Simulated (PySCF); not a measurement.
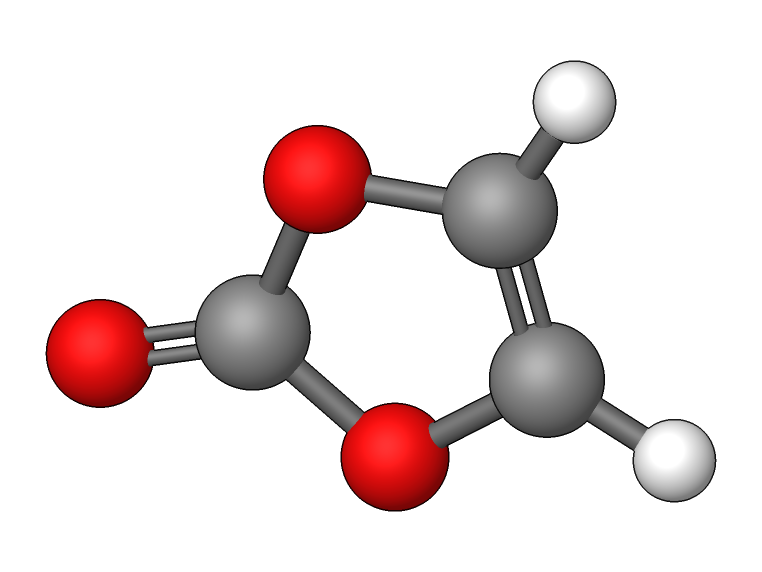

The picture shows a molecular structure as a ball-and-stick model. Multiple sticks mark multiple bonds (one Kekulé form). Colours: oxygen red, carbon grey, hydrogen white.

The geometry was computed by an optimisation with PBE0-D3(BJ)/def2-SVP. No frequency run is at hand to confirm it as a minimum.

Count the atoms of each element.

Answer. C₃H₂O₃, 8 atoms: 3 carbon, 2 hydrogen and 3 oxygen.

How many atoms are distinct by symmetry?

Answer. 5: 1 O, 1 C, 2 O, 2 C, 2 H.

Count the bonded pairs by element.

Answer. 5 C–O, 2 C–H, 1 C–C.

Give the symmetry (Schoenflies symbol).

Answer. C2v.

Write the SMILES.

Answer. O=c1occo1

More results for the same structure follow; atom numbers are the same in all pictures, views and colours differ.

**Quadrupole coupling**

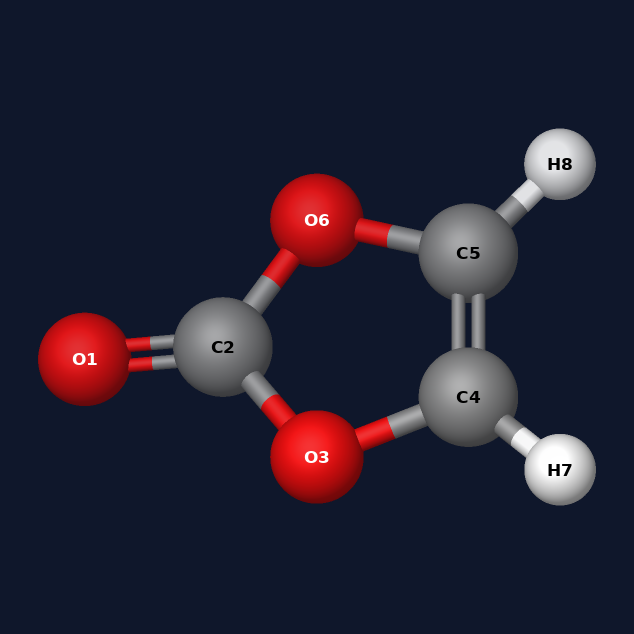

No frequency run is at hand to confirm it as a minimum. Electric field gradients from the ground-state density, PBE0/pcSseg-1 in cyclohexane (IEF-PCM) (PySCF 2.14.0), non-relativistic apart from any core potentials.

Give the largest field-gradient component, the quadrupole coupling constant and the asymmetry for 17O at O1 (Q = −25.6 mb), 17O at O3 (Q = −25.6 mb), 2H at H7 (Q = 2.86 mb).

```csv
atom,V_zz (a.u.),e²qQ/h (MHz),η
O1,−1.331,8.01,0.22
O3,1.577,−9.48,0.39
H7,0.310,0.208,0.11
```

**Levels of theory compared**

No frequency run is at hand to confirm it as a minimum. Program: PySCF 2.14.0.

At this fixed geometry, give dipole (D) at these levels: BHandHLYP/aug-pcX-1 (pcseg-1 on H); PBE0/pcSseg-1 in cyclohexane (IEF-PCM); PBE0/pcSseg-1 in methanol (IEF-PCM); ωB97X-D/def2-SVPD; ωB97X-D/def2-SVPD in cyclohexane (IEF-PCM); ωB97X-D/def2-SVPD in methanol (IEF-PCM).

```tsv
level	dipole (D)
BHandHLYP/aug-pcX-1 (pcseg-1 on H)	4.78
PBE0/pcSseg-1 in cyclohexane (IEF-PCM)	5.21
PBE0/pcSseg-1 in methanol (IEF-PCM)	5.88
ωB97X-D/def2-SVPD	4.72
ωB97X-D/def2-SVPD in cyclohexane (IEF-PCM)	5.23
ωB97X-D/def2-SVPD in methanol (IEF-PCM)	5.99
```

**Excitation**

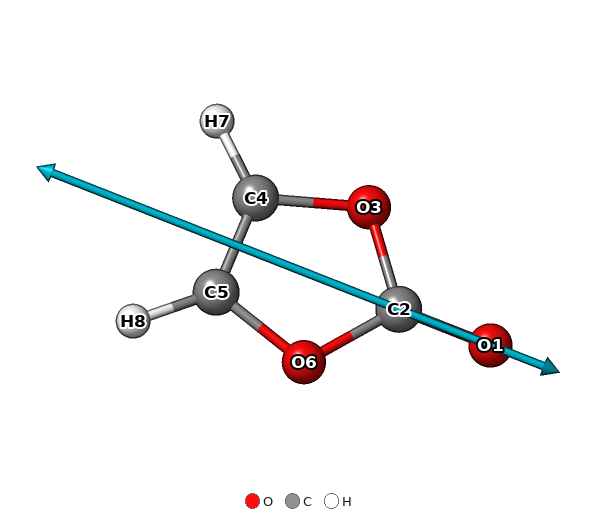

The double arrow shows the direction of the transition dipole to excited singlet state 3 (its length means nothing). No frequency run is at hand to confirm it as a minimum. Method: TDDFT ωB97X-D/def2-SVPD, vertical, IEF-PCM cyclohexane (non-equilibrium linear response), core orbitals frozen in the response (PySCF 2.14.0).

How is the transition polarised?

Answer. In the molecular plane, nearly parallel to the O1–C2 bond.

Give its energy, strength and character.

Answer. 7.04 eV (176 nm), oscillator strength 0.21, mainly HOMO → LUMO+2 (weight 0.98); transition dipole 2.83 D.
